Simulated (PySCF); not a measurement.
C₂H₆BrO, charge −1, SMILES `[Br-].COC`.

Computed with PySCF, CAM-B3LYP/def2-SVPD, geometry: GFN2-xTB. GFN2-xTB bond lengths at metals and heavier atoms can be off by up to 0.1 Å and shapes distorted, which carries into these values.

The calculation's input:

```python
import numpy as np
from pyscf import gto, scf, dft
from pyscf.scf import atom_ks, atom_hf
from scipy.linalg import block_diag
from pyscf.dispersion import dftd3

def solve(mol, dm0=None, hcore=None):
    mf = (dft.UKS if mol.spin else dft.RKS)(mol, xc='camb3lyp')
    mf.grids.level = 3
    mf = mf.density_fit(auxbasis='def2-universal-jkfit')
    mf.conv_tol, mf.max_cycle = 1e-8, 80
    if hcore is not None:
        mf.get_hcore = lambda *args: hcore
    mf.kernel(dm0)
    if not mf.converged:
        mf = mf.newton().run(mf.mo_coeff, mf.mo_occ, max_cycle=30)
    assert mf.converged, 'SCF not converged'
    return mf

mol = gto.M(atom='''
Br    -1.63007    -0.00005     0.01149
C      2.02422     1.16451    -0.11848
O      2.70356    -0.00031     0.29585
C      2.02464    -1.16401    -0.11861
H      2.08310     1.28546    -1.20858
H      2.51205     2.00867     0.36779
H      0.96950     1.12545     0.16777
H      2.08356    -1.28483    -1.20872
H      2.51276    -2.00805     0.36757
H      0.96990    -1.12536     0.16765
''', basis='def2-svpd', charge=-1, spin=0, verbose=4)
mol_a = gto.M(atom='''
Br    -1.63007    -0.00005     0.01149
ghost-C      2.02422     1.16451    -0.11848
ghost-O      2.70356    -0.00031     0.29585
ghost-C      2.02464    -1.16401    -0.11861
ghost-H      2.08310     1.28546    -1.20858
ghost-H      2.51205     2.00867     0.36779
ghost-H      0.96950     1.12545     0.16777
ghost-H      2.08356    -1.28483    -1.20872
ghost-H      2.51276    -2.00805     0.36757
ghost-H      0.96990    -1.12536     0.16765
''', basis='def2-svpd', charge=-1, spin=0, verbose=4)
mol_b = gto.M(atom='''
ghost-Br    -1.63007    -0.00005     0.01149
C      2.02422     1.16451    -0.11848
O      2.70356    -0.00031     0.29585
C      2.02464    -1.16401    -0.11861
H      2.08310     1.28546    -1.20858
H      2.51205     2.00867     0.36779
H      0.96950     1.12545     0.16777
H      2.08356    -1.28483    -1.20872
H      2.51276    -2.00805     0.36757
H      0.96990    -1.12536     0.16765
''', basis='def2-svpd', charge=0, spin=0, verbose=4)
ab, a, b = solve(mol), solve(mol_a), solve(mol_b)
e_int = ab.e_tot - a.e_tot - b.e_tot
print('counterpoise-corrected interaction energy / kcal/mol', e_int * 627.5095)
def disp(atoms, charge):
    m = gto.M(atom=atoms, charge=charge, basis='sto-3g', spin=None, unit='Bohr', verbose=0)
    return dftd3.DFTD3Dispersion(m, xc='camb3lyp', version='d3bj').get_dispersion()['energy']
e_disp = disp(mol._atom, mol.charge) - disp(mol._atom[:1], mol_a.charge) - disp(mol._atom[1:], mol_b.charge)
print('D3(BJ) part / kcal/mol', e_disp * 627.5095)
# spherically averaged free atoms, for the promolecule
atm = atom_ks.get_atm_nrks(mol, xc='camb3lyp')
pro = block_diag(*[(atm[a[0]][2] * atm[a[0]][3]) @ atm[a[0]][2].T for a in mol._atom])
np.savez('result.npz', e_int=e_int, e_disp=e_disp, dm_a=a.make_rdm1(), dm_b=b.make_rdm1(), c=ab.mo_coeff, occ=ab.mo_occ, eps=ab.mo_energy, pro=pro, d=[f.dip_moment(verbose=0) for f in (ab, a, b)])
```

Run with:

```sh
OMP_NUM_THREADS=1 python input.py
```

The run took 50 s on 1 thread of Arm Neoverse V1, on a shared host, peak memory 0.77 GiB.

Partitions, critical points and surface values were worked out afterwards from this run's density.

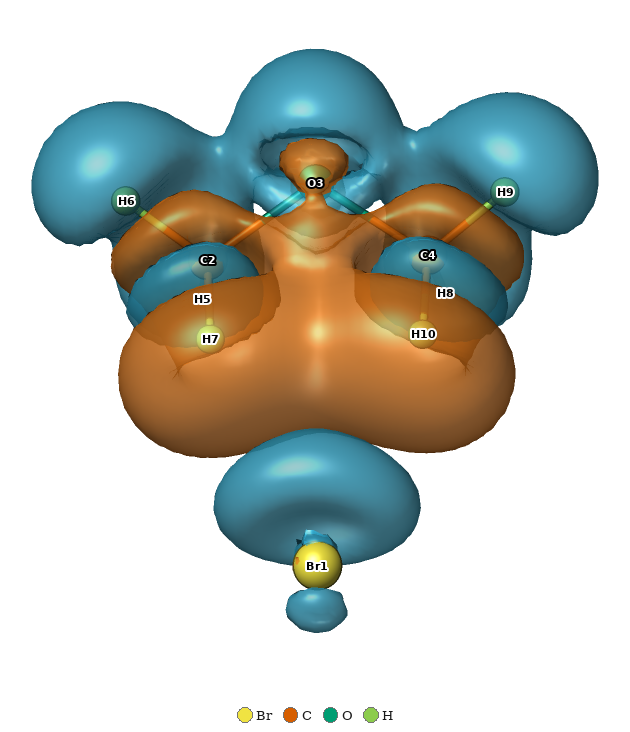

Density of the complex less the densities of the two fragments at the same geometry, ±0.003 e/Å³ (light blue: gain, orange: loss). Fragment A: Br(−1) (atom 1); fragment B: H6C2O.

### Which way does charge flow?

Hirshfeld charges show 0.015 e passing from A to B. By Hirshfeld charges, electrons gather most on O3 (−0.022 e) and leave H7 and H10 alike most (+0.038 e); 0.20 e is displaced in all.

### What is the interaction energy, and which contacts carry it?

The counterpoise-corrected interaction energy of the frozen fragments is −5.8 kcal/mol without dispersion correction and −6.9 kcal/mol with D3(BJ). The pair geometry is semi-empirical, not a minimum at this level. Contacts: Br1···H7, weak C–H hydrogen bond, 2.84 Å, ρ = 0.010 a.u.; Br1···H10, weak C–H hydrogen bond, 2.84 Å, ρ = 0.010 a.u. The pose is a local one from a semi-empirical search, not shown to be the most stable.
